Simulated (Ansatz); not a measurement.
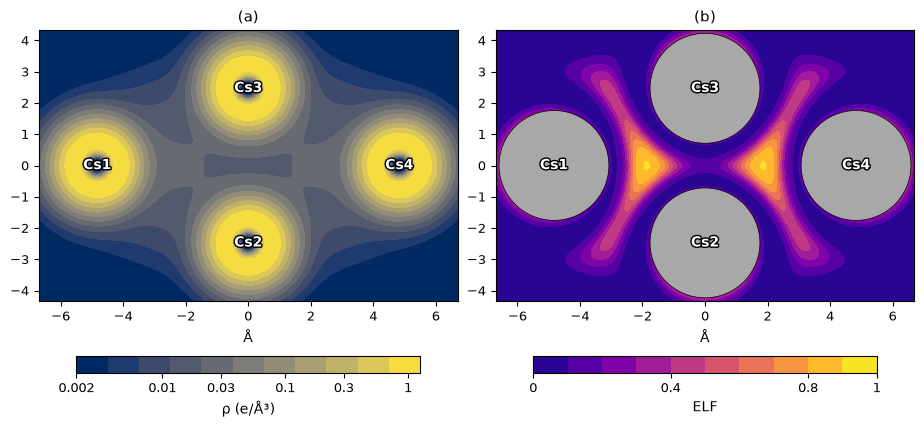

Figure 1: Cs···Cs···Cs···Cs (charge +1, doublet). (a) electron density; (b) ELF on the molecular plane. Grey discs cover the atomic cores in the ELF map.

Geometry: PBE/def2-TZVP; core potentials replace the inner electrons of Cs.

Theory: UKS PBE0/def2-TZVP in Ansatz 0.2.0.

**Interpret the plot.**

- Atoms in the plane: Cs.
- Cs2···Cs3 (4.94 Å): the density falls to about 0.02 e/Å³ on the way; the ELF dips to about 0.05 between them.
